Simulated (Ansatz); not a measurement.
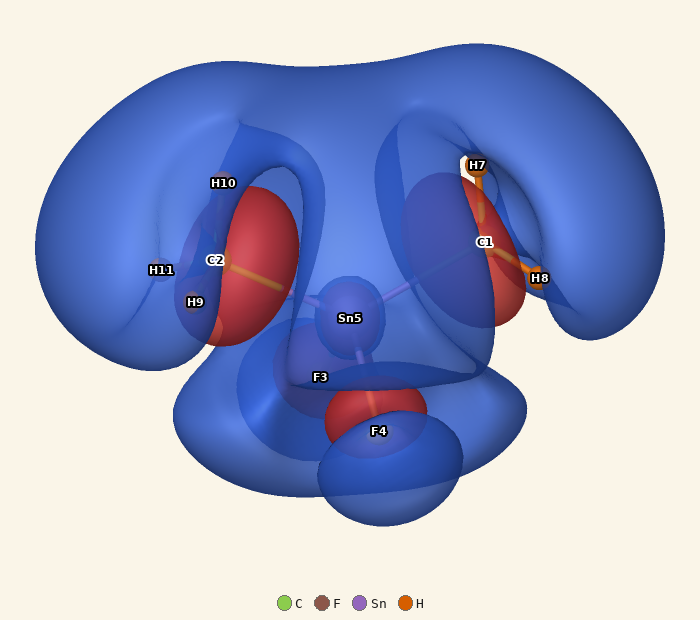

C2H6F2Sn (SMILES [CH3][Sn]([CH3])([F])[F]). The LUMO at ±0.04 Å⁻³ᐟ² (red and blue are the two phases), seen at a tilt.

Geometry: B3LYP-D3(BJ)/def2-SVP; core potentials replace the inner electrons of Sn.

The calculation used isolated molecule in a Gaussian basis; Kohn-Sham density functional theory, functional PBE0 (Ansatz).

```tsv
atom	x (Å)	y (Å)	z (Å)
C	0.1274	0.2558	0.7432
C	-2.0304	-0.3080	-2.3885
F	0.9524	1.0491	-2.3270
F	0.7324	-1.9048	-1.6450
Sn	-0.1649	-0.2021	-1.3328
H	0.7678	1.1464	0.8023
H	-0.8322	0.4446	1.2431
H	0.6342	-0.6019	1.2062
H	-2.1217	-1.3208	-2.8039
H	-2.8740	-0.0954	-1.7180
H	-1.9968	0.4295	-3.2019
```

**What is the character of this orbital?**

It lies mainly on Sn5 (about 35 %), C1 (about 15 %), C2 (about 15 %), F3 (about 5 %) and F4 (about 5 %). Its energy is −0.86 eV.
